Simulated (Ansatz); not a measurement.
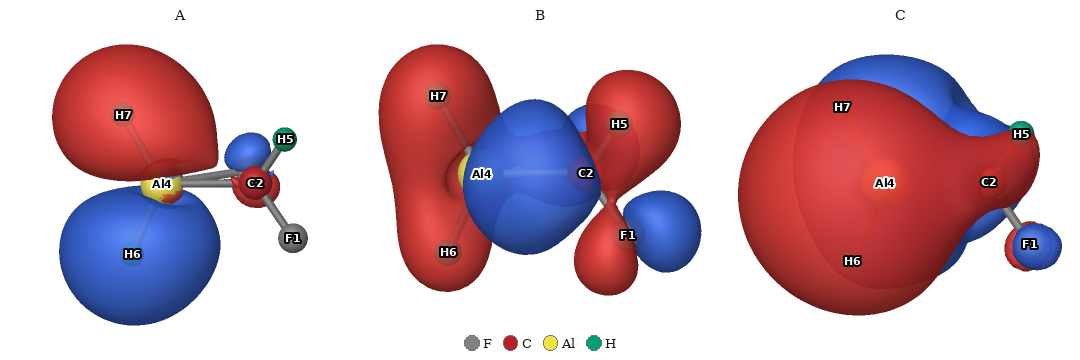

Figure. CH3AlF2. Three frontier orbitals at ±0.06 Å⁻³ᐟ² (red and blue are the two phases), in no order.

Geometry: PBE0-D4/def2-TZVP.

Level of theory: RKS PBE0-D4/def2-TZVPP (Ansatz).

Input file:

```
crystal:
  periodic: [false, false, false]
  atoms:
    - {symbol: F, position_ang: [0.566433, -0.559430, 1.835762]}
    - {symbol: C, position_ang: [0.747195, -0.159828, 0.579858]}
    - {symbol: F, position_ang: [0.082580, -1.251915, -0.301399]}
    - {symbol: Al, position_ang: [-0.702151, 0.528348, -0.561326]}
    - {symbol: H, position_ang: [1.801200, -0.277693, 0.321065]}
    - {symbol: H, position_ang: [-2.150623, 0.570377, 0.060050]}
    - {symbol: H, position_ang: [-0.283435, 1.082043, -1.979711]}
basis:
  gaussian: {orbitals: def2-TZVPP}
hamiltonian: {xc: pbe0, dispersion: d4}
output: {orbitals: {seedname: orbitals}}
```

Run with:

```sh
ansatz run in.yaml --threads 2 --pin off --events-out ev --progress --plain --max-ram 4352MiB
```

### Order the three orbitals by energy and name them.

A is the HOMO−1 (−8.61 eV). Its weight (Hirshfeld) is mainly on Al4 (about 35 %), H6 (about 30 %) and H7 (about 30 %). B is the HOMO (−8.22 eV). Its weight (Hirshfeld) is mainly on C2 (about 40 %), Al4 (about 20 %), F1 (about 15 %), F3 (about 10 %) and H5 (about 5 %). C is the LUMO (−0.81 eV). It lies mainly on Al4 (about 70 %), C2 (about 10 %) and F3 (about 10 %).

### What is the HOMO–LUMO gap?

7.41 eV between the orbital energies.
